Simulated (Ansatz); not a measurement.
# CHCl2GeNO: shape, modes and thermochemistry

The task is to find a stationary geometry of CHCl2GeNO, check the end point by its vibrations and derive ideal-gas thermochemistry, and look at its orbitals and charge.

Method: RKS PBE0-D4/def2-TZVP; program: Ansatz 0.2.0, Gaussian basis.

The runs, in order: relaxation at PBE-D4/def2-SVP; relaxation at PBE0-D4/def2-TZVP; harmonic vibrations at the same level; a single point in def2-TZVPP for the fields.

### 1 The starting structure

SMILES `O=C=[N][GeH]([Cl])[Cl]`, 7 atoms, charge 0, spin multiplicity 1.

Atoms are counted from 1 here; the program's logs count them from 0.

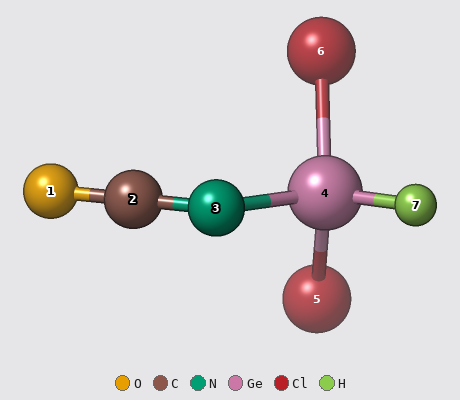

The starting geometry (oxygen amber, carbon brown, nitrogen teal, germanium pink, chlorine red, hydrogen green); atoms are numbered from 1 in the order of the file.

The start is a force-field geometry with small random shifts, so a cheaper pass at PBE-D4/def2-SVP comes first.

### 2 Relaxation at PBE-D4/def2-SVP (cheap first pass)

The input, in.yaml:

```yaml
crystal:
  periodic: [false, false, false]
  atoms:
    - {symbol: O, position_ang: [-1.040500, -2.674900, -0.106800]}
    - {symbol: C, position_ang: [-0.183400, -1.793800, -0.142700]}
    - {symbol: N, position_ang: [0.720200, -0.928200, -0.179500]}
    - {symbol: Ge, position_ang: [0.432900, 0.891600, 0.031800]}
    - {symbol: Cl, position_ang: [-0.968400, 1.508100, -1.570100]}
    - {symbol: Cl, position_ang: [-0.597000, 1.223300, 1.949900]}
    - {symbol: H, position_ang: [1.697500, 1.705800, -0.028300]}
basis:
  gaussian: {orbitals: def2-SVP}
hamiltonian: {xc: pbe, dispersion: d4}
relax: {f_tol: 0.03, max_steps: 200}
```

Launch:

```
ansatz run in.yaml --threads 4 --pin off --events-out ev --progress --plain --max-ram 10444MiB
```

Standard output, shortened:

```text
Functional definition: PBE
  name "PBE"
  cite "Perdew, Burke & Ernzerhof, Phys. Rev. Lett. 77, 3865 (1996) doi:10.1103/PhysRevLett.77.3865"
  parent pbe
[...]
1272 factors; their error is unknown
[...]
mean field -86114.43833878 eV, -3164.6472384873 hartree, gradient 3.9e-5 eV, S^2 0.000000; 0 other end points of the search recorded, 0 dependent functions left out
[...]
reference -86114.43836785 eV, -3164.6472395556 hartree; 44, 44 occupied and 71, 71 virtual orbitals, 1272 factors
relax step   1: F+E_penalty+E_count = -86114.67406711 eV  Δ(F+E_penalty+E_count) = +0.000e0 eV  max|allowed force component| = 3.303e0 eV/Å  Δτ_max = 0.0000 Å  (29 SCF iters, accepted)
[...]
relax step   6: F+E_penalty+E_count = -86114.91938585 eV  Δ(F+E_penalty+E_count) = -6.744e-3 eV  max|allowed force component| = 1.065e-1 eV/Å  Δτ_max = 0.0715 Å  (28 SCF iters, accepted)
[...]
relax step   7: F+E_penalty+E_count = -86114.92163437 eV  Δ(F+E_penalty+E_count) = -2.249e-3 eV  max|allowed force component| = 1.161e-2 eV/Å  Δτ_max = 0.0684 Å  (28 SCF iters, accepted)
1272 factors; their error is unknown
[...]
mean field -86114.69002337 eV, -3164.6564877256 hartree, gradient 1.8e-5 eV, S^2 0.000000; 1 other end points of the search recorded, 0 dependent functions left out
[...]
reference -86114.69005245 eV, -3164.6564887942 hartree; 44, 44 occupied and 71, 71 virtual orbitals, 1272 factors
Total energy: -86114.92166345 eV, -3164.6650003413 hartree
Atom 0 at    -0.807406    -2.887274    -0.159935 Å, force     0.008715     0.009078    -0.000309 eV/Å
Atom 1 at    -0.210431    -1.872437    -0.139010 Å, force    -0.002095    -0.005076    -0.000040 eV/Å
Atom 2 at     0.492977    -0.871508    -0.130588 Å, force    -0.008578    -0.000859     0.000860 eV/Å
Atom 3 at     0.347473     0.939320     0.037017 Å, force     0.003981     0.011611     0.000521 eV/Å
Atom 4 at    -0.936144     1.678384    -1.536516 Å, force     0.002554    -0.003449     0.004387 eV/Å
Atom 5 at    -0.573923     1.385760     1.940077 Å, force     0.001312    -0.002621    -0.005098 eV/Å
Atom 6 at     1.748753     1.559655    -0.056746 Å, force    -0.005889    -0.008684    -0.000322 eV/Å
Dipole moment:     0.298799     0.218728    -0.012864 e Å
```

It took 9 s on 4 threads of AMD EPYC 7B13, shared host.

The steps of the relaxation:

| step | energy from step 1 (eV) | largest force component (eV/Å) |
| --- | --- | --- |
| 1 | 0.0000 | 3.3033 |
| 2 | -0.2065 | 0.6635 |
| 3 | -0.2203 | 0.2035 |
| 4 | -0.2309 | 0.3008 |
| 5 | -0.2386 | 0.2469 |
| 6 | -0.2453 | 0.1065 |
| 7 | -0.2476 | 0.0116 |

Distances of close pairs at the start and the end, largest changes first:

```
   bond  before (Å)  after (Å)  change (Å)
Ge4–Cl5       2.216      2.161      -0.055
  O1–C2       1.230      1.178      -0.052
Ge4–Cl6       2.202      2.161      -0.041
 Ge4–H7       1.505      1.535      +0.030
 N3–Ge4       1.854      1.824      -0.030
  C2–N3       1.252      1.223      -0.028
```

### 3 Relaxation at PBE0-D4/def2-TZVP

The input, in.yaml:

```yaml
crystal:
  periodic: [false, false, false]
  atoms:
    - {symbol: O, position_ang: [-0.807406, -2.887274, -0.159935]}
    - {symbol: C, position_ang: [-0.210431, -1.872437, -0.139010]}
    - {symbol: N, position_ang: [0.492977, -0.871508, -0.130588]}
    - {symbol: Ge, position_ang: [0.347473, 0.939320, 0.037017]}
    - {symbol: Cl, position_ang: [-0.936144, 1.678384, -1.536516]}
    - {symbol: Cl, position_ang: [-0.573923, 1.385760, 1.940077]}
    - {symbol: H, position_ang: [1.748753, 1.559655, -0.056746]}
basis:
  gaussian: {orbitals: def2-TZVP}
hamiltonian: {xc: pbe0, dispersion: d4}
relax: {f_tol: 0.005, max_steps: 150}
```

The command is unchanged.

Standard output, shortened:

```text
Functional definition: PBE0
  name "PBE0"
  cite "Adamo & Barone, J. Chem. Phys. 110, 6158 (1999) doi:10.1063/1.478522"
  cite "Perdew, Burke & Ernzerhof, Phys. Rev. Lett. 77, 3865 (1996) doi:10.1103/PhysRevLett.77.3865"
  parent pbe
[...]
1467 factors; their error is unknown
[...]
mean field -86139.09702461 eV, -3165.5534284773 hartree, gradient 2.5e-5 eV, S^2 0.000000; 0 other end points of the search recorded, 0 dependent functions left out
[...]
reference -86139.09705418 eV, -3165.5534295639 hartree; 44, 44 occupied and 177, 177 virtual orbitals, 1467 factors
relax step   1: F+E_penalty+E_count = -86139.29687998 eV  Δ(F+E_penalty+E_count) = +0.000e0 eV  max|allowed force component| = 1.608e0 eV/Å  Δτ_max = 0.0000 Å  (30 SCF iters, accepted)
[...]
reference -86139.15272534 eV, -3165.5554754414 hartree; 44, 44 occupied and 177, 177 virtual orbitals, 1467 factors
Total energy: -86139.35630484 eV, -3165.5629568502 hartree
Atom 0 at    -0.836960    -2.804820    -0.150812 Å, force     0.000485     0.000564     0.000010 eV/Å
Atom 1 at    -0.201622    -1.835047    -0.136901 Å, force    -0.000481    -0.000576    -0.000077 eV/Å
Atom 2 at     0.530950    -0.876316    -0.134193 Å, force    -0.000043    -0.000216    -0.000013 eV/Å
Atom 3 at     0.349666     0.916527     0.035055 Å, force     0.000013     0.000071     0.000100 eV/Å
Atom 4 at    -0.929174     1.625409    -1.514308 Å, force     0.000068     0.000010    -0.000053 eV/Å
Atom 5 at    -0.572110     1.338372     1.908791 Å, force     0.000021     0.000081     0.000088 eV/Å
Atom 6 at     1.720550     1.567775    -0.053333 Å, force    -0.000063     0.000066    -0.000056 eV/Å
Dipole moment:     0.330785     0.245562    -0.014027 e Å
```

It took 35 s on 4 threads of AMD EPYC 7B13, shared host; peak memory 0.77 GiB.

Along the way:

```
step  energy from step 1 (eV)  largest force component (eV/Å)
   1                   0.0000                          1.6079
   2                  -0.0575                          0.1379
   3                  -0.0585                          0.0466
   4                  -0.0587                          0.0609
   5                  -0.0593                          0.0401
   6                  -0.0594                          0.0312
   7                  -0.0594                          0.0119
   8                  -0.0594                          0.0006
```

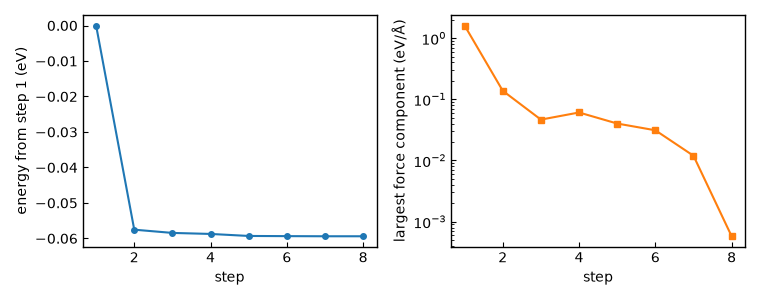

Energy and force, step by step.

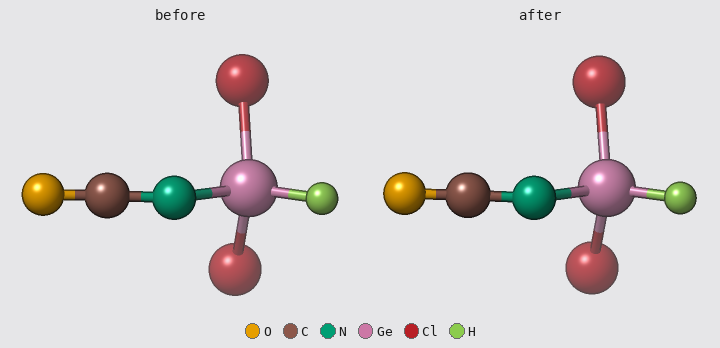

The geometry before (left) and after (right).

Distances of close pairs at the start and the end, largest changes first:

| bond | before (Å) | after (Å) | change (Å) |
| --- | --- | --- | --- |
| Ge4–Cl5 | 2.161 | 2.130 | -0.031 |
| Ge4–Cl6 | 2.161 | 2.130 | -0.031 |
| O1–C2 | 1.178 | 1.159 | -0.018 |
| C2–N3 | 1.223 | 1.207 | -0.017 |
| Ge4–H7 | 1.535 | 1.520 | -0.015 |
| N3–Ge4 | 1.824 | 1.810 | -0.014 |

Mulliken charges of the relaxed molecule (report file):

```csv
atom,value (e)
O1,-0.19
C2,0.31
N3,-0.31
Ge4,0.65
Cl5,-0.26
Cl6,-0.26
H7,0.07
```

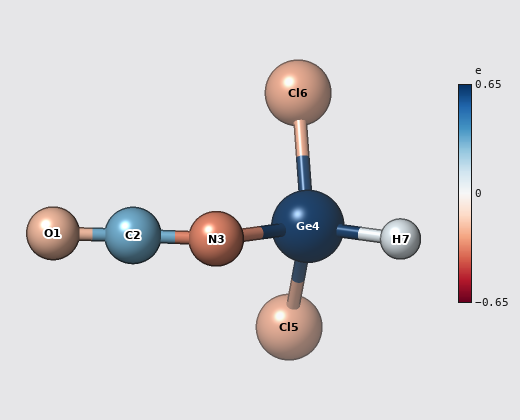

Mulliken charges of the relaxed molecule (report file), as colours on the atoms.

### 4 Force constants and modes

The input, in.yaml:

```yaml
crystal:
  periodic: [false, false, false]
  atoms:
    - {symbol: O, position_ang: [-0.836960, -2.804820, -0.150812]}
    - {symbol: C, position_ang: [-0.201622, -1.835047, -0.136901]}
    - {symbol: N, position_ang: [0.530950, -0.876316, -0.134193]}
    - {symbol: Ge, position_ang: [0.349666, 0.916527, 0.035055]}
    - {symbol: Cl, position_ang: [-0.929174, 1.625409, -1.514308]}
    - {symbol: Cl, position_ang: [-0.572110, 1.338372, 1.908791]}
    - {symbol: H, position_ang: [1.720550, 1.567775, -0.053333]}
basis:
  gaussian: {orbitals: def2-TZVP}
hamiltonian: {xc: pbe0, dispersion: d4}
phonons: {temperatures: {t_min: 298.15, t_max: 900, t_step: 200}}
```

Launched as before.

Standard output, shortened:

```text
Functional definition: PBE0
  name "PBE0"
  cite "Adamo & Barone, J. Chem. Phys. 110, 6158 (1999) doi:10.1063/1.478522"
  cite "Perdew, Burke & Ernzerhof, Phys. Rev. Lett. 77, 3865 (1996) doi:10.1103/PhysRevLett.77.3865"
  parent pbe
[...]
1467 factors; their error is unknown
[...]
mean field -86139.15269747 eV, -3165.5554744172 hartree, gradient 2.6e-5 eV, S^2 0.000000; 0 other end points of the search recorded, 0 dependent functions left out
[...]
reference -86139.15272676 eV, -3165.5554754937 hartree; 44, 44 occupied and 177, 177 virtual orbitals, 1467 factors
[...]
1467 factors; their error is unknown
mean field -86139.15258750 eV, -3165.5554703758 hartree, gradient 1.3e-6 eV, S^2 0.000000; 0 other end points of the search recorded, 0 dependent functions left out
[...]
reference -86139.15261679 eV, -3165.5554714523 hartree; 44, 44 occupied and 177, 177 virtual orbitals, 1467 factors
[...]
Total energy: -86139.35630627 eV, -3165.5629569027 hartree
Atom 0 at    -0.836960    -2.804820    -0.150812 Å, force     0.000475     0.000560     0.000012 eV/Å
Atom 1 at    -0.201622    -1.835047    -0.136901 Å, force    -0.000484    -0.000607    -0.000084 eV/Å
Atom 2 at     0.530950    -0.876316    -0.134193 Å, force    -0.000030    -0.000172    -0.000008 eV/Å
Atom 3 at     0.349666     0.916527     0.035055 Å, force     0.000004     0.000062     0.000090 eV/Å
Atom 4 at    -0.929174     1.625409    -1.514308 Å, force     0.000073     0.000008    -0.000053 eV/Å
Atom 5 at    -0.572110     1.338372     1.908791 Å, force     0.000021     0.000084     0.000099 eV/Å
Atom 6 at     1.720550     1.567775    -0.053333 Å, force    -0.000059     0.000064    -0.000056 eV/Å
Dipole moment:     0.330785     0.245563    -0.014025 e Å
Vibrations: 19.95 69.91 146.48 197.19 226.46 427.43 449.17 527.88 641.44 692.19 713.42 728.39 1455.53 2244.04 2369.49 cm⁻¹, zero-point energy 0.676270 eV
```

Wall time 2.1 min (4 threads of AMD EPYC 7B13, shared host); peak memory 0.77 GiB.

Motions are named by where the mode's potential energy lies. The modes, unscaled (a negative number is an imaginary wavenumber):

```csv
mode,cm⁻¹,motion
1,20,torsion
2,70,bend
3,146,bend
4,197,bend
5,226,bend
6,427,Ge–Cl stretch
7,449,Ge–Cl stretch
8,528,Ge–N stretch
9,641,bend
10,692,bend
11,713,bend with torsion
12,728,bend
13,1456,C–N and C–O stretch
14,2244,Ge–H stretch
15,2369,C–O and C–N stretch
```

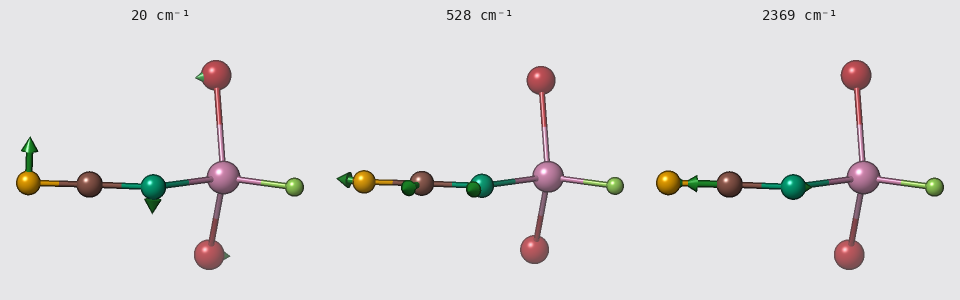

How the atoms move in 3 of the modes.

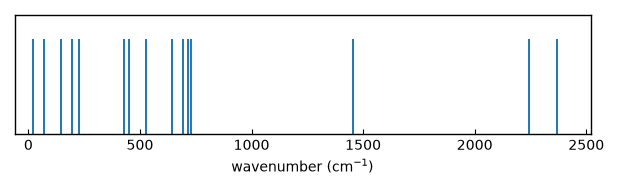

The harmonic wavenumbers as sticks (no intensities were computed).

Ideal gas, rigid rotor and harmonic oscillator at 298.15 K and 1 bar, with symmetry number 1:

```
                term            value
   zero-point energy    15.6 kcal/mol
          H(298) − E    20.9 kcal/mol
entropy, translation  174.1 J/(mol K)
   entropy, rotation  123.2 J/(mol K)
  entropy, vibration   88.3 J/(mol K)
      entropy, total  385.6 J/(mol K)
```

### 5 Fields at the relaxed geometry

Changes to in.yaml since step 4:

```diff
@@ -11,4 +11,4 @@
 basis:
-  gaussian: {orbitals: def2-TZVP}
+  gaussian: {orbitals: def2-TZVPP}
 hamiltonian: {xc: pbe0, dispersion: d4}
-phonons: {temperatures: {t_min: 298.15, t_max: 900, t_step: 200}}
+output: {orbitals: {seedname: orbitals}}
```

The command is unchanged.

Standard output:

```text
Functional definition: PBE0
  name "PBE0"
  cite "Adamo & Barone, J. Chem. Phys. 110, 6158 (1999) doi:10.1063/1.478522"
  cite "Perdew, Burke & Ernzerhof, Phys. Rev. Lett. 77, 3865 (1996) doi:10.1103/PhysRevLett.77.3865"
  parent pbe
  parameter a = 0.25
  parameter kappa = 0.804
  parameter beta = 0.06672455060314922
  exchange = (1 - a)*pbe_x(kappa = kappa, mu = beta*pi^2/3) + a*exact_x
  correlation = pbe_c(beta = beta)
1596 factors; their error is unknown
mean field evaluation 1: about -86133.3454 eV, gradient 5.8e1 eV
mean field evaluation 2: about -86128.1070 eV, gradient 7.9e1 eV
mean field evaluation 4: about -86138.7913 eV, gradient 3.0e0 eV
mean field evaluation 8: about -86138.8107 eV, gradient 1.7e-1 eV
mean field evaluation 16: about -86139.1606 eV, gradient 2.1e-4 eV
mean field -86139.16064239 eV, -3165.5557663877 hartree, gradient 2.7e-5 eV, S^2 0.000000; 0 other end points of the search recorded, 0 dependent functions left out
reference -86139.16067180 eV, -3165.5557674684 hartree; 44, 44 occupied and 195, 195 virtual orbitals, 1596 factors
Total energy: -86139.36425131 eV, -3165.5632488775 hartree
```

Wall time 3.2 s (4 threads of AMD EPYC 7B13, shared host); peak memory 0.89 GiB.

Orbitals, density, ELF and potential are computed afterwards from the orbital file.

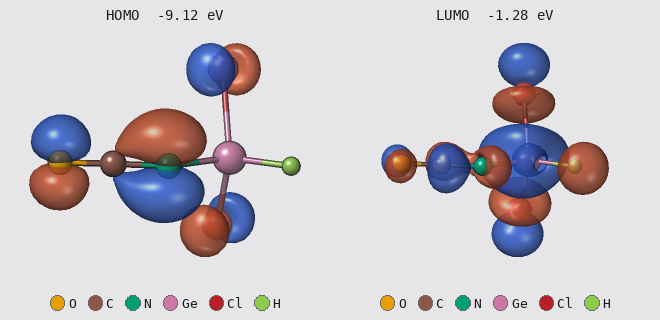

Frontier orbitals at PBE0-D4/def2-TZVPP; each surface holds 70 % of the orbital's density, blue and red mark the sign.

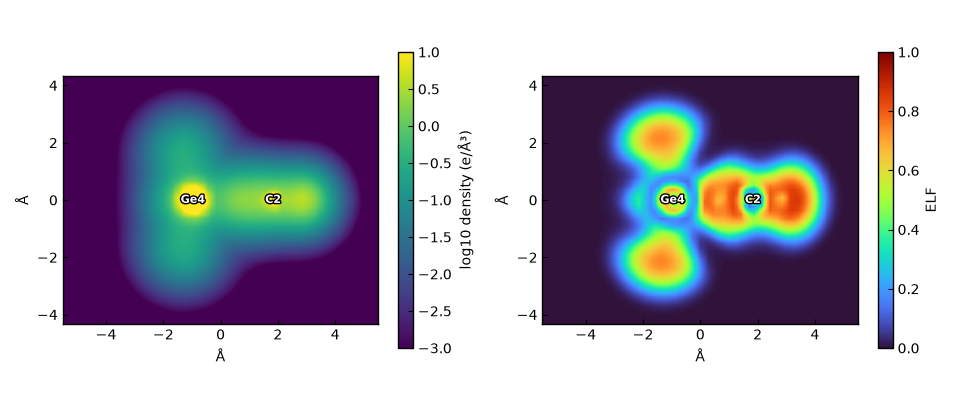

Density (left) and ELF (right) in a plane through or near 2 of the atoms.

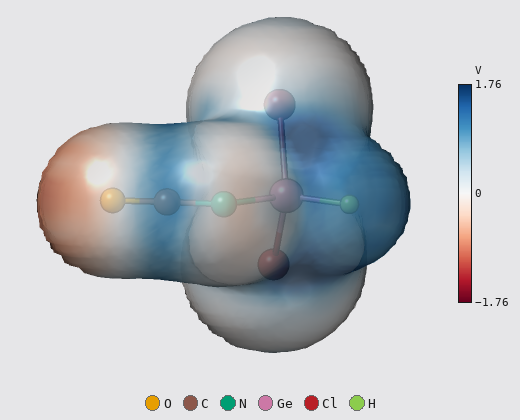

The potential that a unit positive charge feels on the 0.002 e/bohr³ surface, from -0.78 V near O1 to 1.76 V near H7.

### 6 Outcome

| quantity | value |
| --- | --- |
| point group | Cs |
| steps | 7 + 8 |
| shift from the start (rms) | 0.153 Å |
| total energy | -86139.3563 eV |
| dispersion term | -204 meV |
| dipole moment | 1.98 D |
| lowest, highest wavenumber | 20, 2369 cm⁻¹ |
| zero-point energy | 15.6 kcal/mol |
| entropy at 298.15 K | 385.6 J/(mol K) |
| HOMO, LUMO | -9.12, -1.28 eV |

**Reading.** The relaxed geometry lies 0.15 Å (rms) from the start; the bond that changed most is Ge4–Cl5, from 2.216 to 2.130 Å. All wavenumbers are real, so the end point is a minimum. The stiffest mode, 2369 cm⁻¹, is a C–O and C–N stretch, and 4 modes under 200 cm⁻¹ make the vibrational entropy uncertain. Harmonic hybrid wavenumbers usually lie a few per cent above measured fundamentals. The largest Mulliken charge, +0.65 e, sits on Ge4. The HOMO lies mostly on N3 44 %; O1 26 % and the LUMO on Ge4 30 %; Cl5, Cl6 about 18 % each.
